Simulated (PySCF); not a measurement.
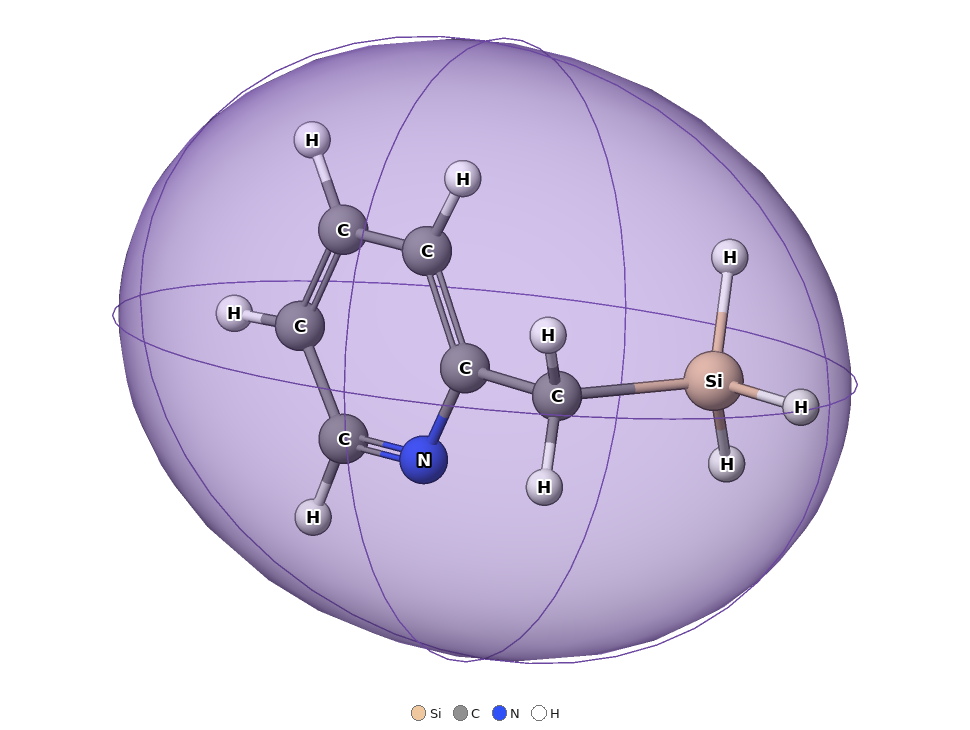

The ellipsoid shows the static dipole polarisability: its half-axes are proportional to the principal values. Computed geometry: GFN2-xTB optimisation. No frequency run is at hand to confirm it as a minimum. Level of theory: PBE0/def2-SVPD (PySCF 2.14.0).

**How large and how anisotropic is the polarisability?**

Principal values 75.1, 99.0, 133.1 bohr³; mean 102.4 bohr³ (15.17 Å³); anisotropy 50.5 bohr³, so the longest axis is 1.77 times the shortest.

The geometry is semi-empirical. Around Si such bond lengths and angles can be off by a tenth of an ångström or more and by several degrees, and values that hang on the shape move with them.
